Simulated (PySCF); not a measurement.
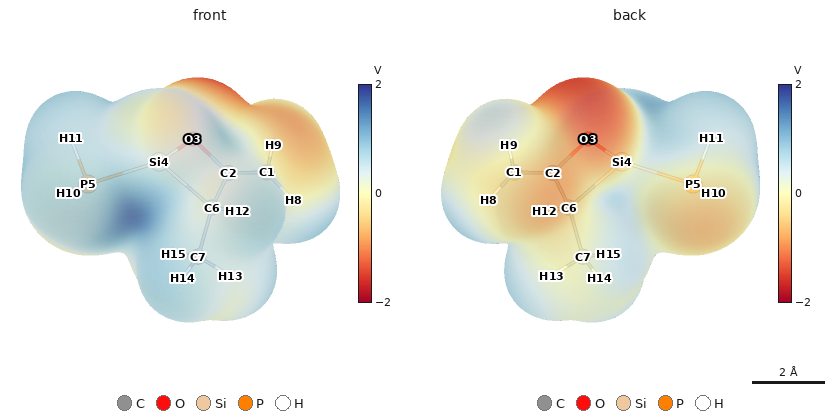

Figure 1: C$_{4}$H$_{8}$OPSi (doublet). The electrostatic potential painted on the density surface at 0.002 e/bohr³, seen from the front and from behind; the colour scale runs from red (negative) to blue (positive).

Geometry: GFN2-xTB.

The calculation used UKS B3LYP, pcH-1 on C H O P Si, non-relativistic, mean-field spin-orbit, GIAO (PySCF 2.14.0, density-fitted response routines).

```xyz
15

C    -2.3041   -0.9529   -0.3804
C    -1.0372   -0.7874   -0.0554
O    -0.0537   -1.7261   -0.2477
Si    1.2168   -0.8476    0.4590
P     2.7431   -0.4156   -1.1450
C    -0.3117    0.3731    0.5681
C    -0.2257    1.6117   -0.3055
H    -3.0185   -0.1696   -0.2071
H    -2.6523   -1.8607   -0.8386
H     3.6789    0.0788   -0.2500
H     3.2806   -1.6926   -1.1012
H    -0.7028    0.6269    1.5539
H    -1.2126    2.0554   -0.4334
H     0.4303    2.3530    0.1475
H     0.1645    1.3616   -1.2917
```

Question: Where is the surface potential most negative and most positive?

Answer: The most negative region (about −1.5 V) lies over O3, the most positive (about +1.6 V) over Si4. O3 is the likeliest acceptor of a hydrogen bond.
